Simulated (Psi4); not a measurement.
**UHSE06/6-311+G(d,p) run of [C2H2F2]+ (SMILES [CH2+][C](F)F)**

What is the vertical doublet–quartet gap of [C2H2F2]+ at UHSE06/6-311+G**? 

The results are computed with Psi4 1.11.

2 further runs of the same task are left out: 2 set aside as unsound or not needed.

### Step 1. The structure to begin with

[C2H2F2]+: 6 atoms, total charge +1, spin state doublet. As SMILES, `[CH2+][C](F)F`. The coordinates come from a GFN2-xTB relaxation. This is one conformer, not always the lowest.

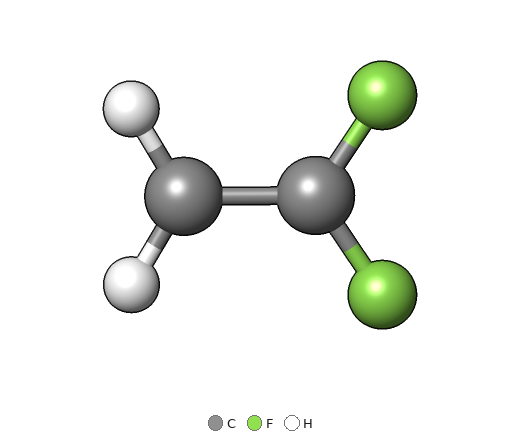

The structure, seen from a chosen angle (carbon grey, fluorine green, hydrogen white).

### Step 2. The energy at UHSE06/6-311+G(d,p)

Input file calc.py:

```python
import psi4

psi4.set_memory(1600000000)
psi4.set_num_threads(1)
psi4.set_output_file('psi4.out', False)

molecule = psi4.geometry("""
1 2
C
C 1 1.388495
F 2 1.2764 1 123.43163
F 2 1.27604 3 113.11067 1 179.98849
H 1 1.089631 2 120.52734 4 0.00216
H 1 1.089726 5 119.06983 2 179.93391
units angstrom
symmetry c1
""")

options = {'reference': 'uks', 'puream': True, 'e_convergence': 1e-09, 'd_convergence': 1e-08, 'scf_type': 'pk', 'dft_radial_points': 99, 'dft_spherical_points': 590, 'maxiter': 200}
psi4.set_options(options)

result, w = psi4.energy('hse06/6-311+G**', return_wfn=True)
print('E =', round(result, 9))
for k, v in sorted(psi4.core.scalar_variables().items()):
    print(f'{k:45s} {v:18.10f}')
```

Run with:

```console
python calc.py
```

psi4.out, cut to the lines that bear on the results:

```text
[...]
  Running in c1 symmetry.
[...]
  Nuclear repulsion =  118.497660641717800
[...]
  Multiplicity = 2
[...]
  Nalpha       = 16
  Nbeta        = 15
[...]
    Number of basis functions: 100
[...]
   @UKS iter   1:  -276.43710740520515    9.09011e-02   4.35360e-03 ADIIS/DIIS
[...]
   @UKS iter  12:  -276.52087030856535    2.84217e-12   3.51101e-09 DIIS
[...]
   @S^2 Observed:                7.524906783E-01
[...]
    Orbital Energies [Eh]
    ---------------------
    Alpha Occupied:
       1A    -25.108308     2A    -25.108194     3A    -10.738360
       4A    -10.570439     5A     -1.640022     6A     -1.571640
       7A     -1.119595     8A     -0.958439     9A     -0.897962
      10A     -0.853445    11A     -0.840095    12A     -0.757881
      13A     -0.747282    14A     -0.735235    15A     -0.710471
      16A     -0.597700
    Alpha Virtual:
      17A     -0.330743    18A     -0.197421    19A     -0.159825
      20A     -0.138966    21A     -0.118391    22A     -0.116477
      23A     -0.106157    24A     -0.074360    25A     -0.061991
[...]
  @UKS Final Energy:  -276.52087030856535
   => Energetics <=
    Nuclear Repulsion Energy =            118.4976606417178004
    One-Electron Energy =                -607.1285740106181947
    Two-Electron Energy =                 236.7780565539445945
    DFT Exchange-Correlation Energy =     -24.6680134936095250
    Empirical Dispersion Energy =           0.0000000000000000
    VV10 Nonlocal Energy =                  0.0000000000000000
    Total Energy =                       -276.5208703085653497
[...]
 Multipole Moments:
 ------------------------------------------------------------------------------------
     Multipole            Electronic (a.u.)      Nuclear  (a.u.)        Total (a.u.)
 ------------------------------------------------------------------------------------
 L = 1.  Multiply by 2.5417464519 to convert [e a0] to [Debye]
 Dipole X            :          0.0006477           -0.0008083           -0.0001606
 Dipole Y            :          0.0012885           -0.0006193            0.0006692
 Dipole Z            :          3.2543227           -4.9651245           -1.7108018
 Magnitude           :                                                    1.7108019
[...]
```

The script printed:

```text
Memory set to   1.490 GiB by Python driver.
  Threads set to 1 by Python driver.
E = -276.520870309
CURRENT ENERGY                                   -276.5208703086
CURRENT REFERENCE ENERGY                         -276.5208703086
DD SOLVATION ENERGY                                 0.0000000000
DFT FUNCTIONAL TOTAL ENERGY                      -276.5208703086
DFT TOTAL ENERGY                                 -276.5208703086
DFT VV10 ENERGY                                     0.0000000000
DFT XC ENERGY                                     -24.6680134936
GRID ELECTRONS ALPHA                               15.9999999422
GRID ELECTRONS BETA                                14.9999999435
GRID ELECTRONS TOTAL                               30.9999998857
NUCLEAR REPULSION ENERGY                          118.4976606417
ONE-ELECTRON ENERGY                              -607.1285740106
PCM POLARIZATION ENERGY                             0.0000000000
PE ENERGY                                           0.0000000000
SCF ITERATION ENERGY                             -276.5208703086
SCF ITERATIONS                                     12.0000000000
SCF TOTAL ENERGY                                 -276.5208703086
TWO-ELECTRON ENERGY                               236.7780565539
XC GRID RADIAL POINTS                              99.0000000000
XC GRID SPHERICAL POINTS                          590.0000000000
XC GRID TOTAL POINTS                           338715.0000000000
```

It took 49 s on 1 thread of Intel Xeon Platinum 8488C (Sapphire Rapids), shared host; peak memory 0.78 GiB.

### Step 3. The quartet

Input file c2h2f2.xyz:

```xyz
6
C2H2F2
C     -0.311240     0.627880    -0.251470
C      0.269710    -0.543000     0.216990
F     -0.401710    -1.524620     0.680470
F      1.529160    -0.747770     0.228470
H      0.308060     1.437100    -0.637380
H     -1.393960     0.750410    -0.237080
```

Input file run.py:

```python
import numpy as np
from ase.calculators.psi4 import Psi4
from ase.io import read

a = read('c2h2f2.xyz')
calc = Psi4(atoms=a, method='hse06', basis='6-311+G**', memory='1600MB', num_threads=1, charge=1, multiplicity=4, label='psi4-calc', reference='uks')
calc.psi4.set_options({'puream': True, 'e_convergence': 1e-09, 'd_convergence': 1e-08, 'scf_type': 'pk', 'dft_radial_points': 99, 'dft_spherical_points': 590, 'maxiter': 200})
a.calc = calc

print(f'energy: {a.get_potential_energy():.6f} eV')
```

Run with:

```console
python run.py
```

psi4-calc.dat, cut to the lines that bear on the results:

```text
[...]
  Running in c1 symmetry.
[...]
  Nuclear repulsion =  118.497686943311933
[...]
  Multiplicity = 4
[...]
  Nalpha       = 17
  Nbeta        = 14
[...]
    Number of basis functions: 100
[...]
   @UKS iter   1:  -276.00640724083723    5.21602e-01   6.02329e-03 DIIS/ADIIS
[...]
   @UKS iter  16:  -276.20618360055363    6.87805e-12   9.40779e-09 DIIS
[...]
   @S^2 Observed:                3.758836128E+00
[...]
    Orbital Energies [Eh]
    ---------------------
    Alpha Occupied:
       1A    -25.131018     2A    -25.130662     3A    -10.628868
       4A    -10.561429     5A     -1.647690     6A     -1.584976
       7A     -1.113032     8A     -0.969502     9A     -0.901765
      10A     -0.865762    11A     -0.858359    12A     -0.785079
      13A     -0.774083    14A     -0.756213    15A     -0.753046
      16A     -0.611729    17A     -0.388479
    Alpha Virtual:
      18A     -0.199819    19A     -0.165636    20A     -0.146936
      21A     -0.124435    22A     -0.116638    23A     -0.111789
      24A     -0.082892    25A     -0.064494    26A     -0.061764
[...]
  @UKS Final Energy:  -276.20618360055363
   => Energetics <=
    Nuclear Repulsion Energy =            118.4976869433119333
    One-Electron Energy =                -607.0263799329447920
    Two-Electron Energy =                 236.9977188251005771
    DFT Exchange-Correlation Energy =     -24.6752094360213086
    Empirical Dispersion Energy =           0.0000000000000000
    VV10 Nonlocal Energy =                  0.0000000000000000
    Total Energy =                       -276.2061836005536293
[...]
 Multipole Moments:
 ------------------------------------------------------------------------------------
     Multipole            Electronic (a.u.)      Nuclear  (a.u.)        Total (a.u.)
 ------------------------------------------------------------------------------------
 L = 1.  Multiply by 2.5417464519 to convert [e a0] to [Debye]
 Dipole X            :          1.3389554           -2.0779374           -0.7389820
 Dipole Y            :         -2.6964766            4.1870476            1.4905710
 Dipole Z            :          1.0785199           -1.6742951           -0.5957751
 Magnitude           :                                                    1.7671571
[...]
```

Standard output:

```text
Memory set to   1.490 GiB by Python driver.
  Threads set to 1 by Python driver.

  Memory set to   1.490 GiB by Python driver.
  Threads set to 1 by Python driver.
energy: -7515.953084 eV
```

Run time: 61 s. Hardware: 1 thread of Intel Xeon Platinum 8488C (Sapphire Rapids), shared host; peak memory 0.79 GiB.

### Step 4. What came out

Level: UHSE06/6-311+G**.

```
                                        quantity          value
                           doublet: total energy  -276.52087 Eh
     doublet: HOMO energy (highest over α and β)      -16.26 eV
      doublet: LUMO energy (lowest over α and β)      -12.87 eV
                                   doublet: ⟨S²⟩          0.752
                           quartet: total energy  -276.20618 Eh
     quartet: HOMO energy (highest over α and β)      -10.57 eV
                                   quartet: ⟨S²⟩          3.759
vertical energy of the quartet above the doublet       8.563 eV
```

At this shape the quartet lies 8.56 eV (197 kcal/mol) above the doublet.
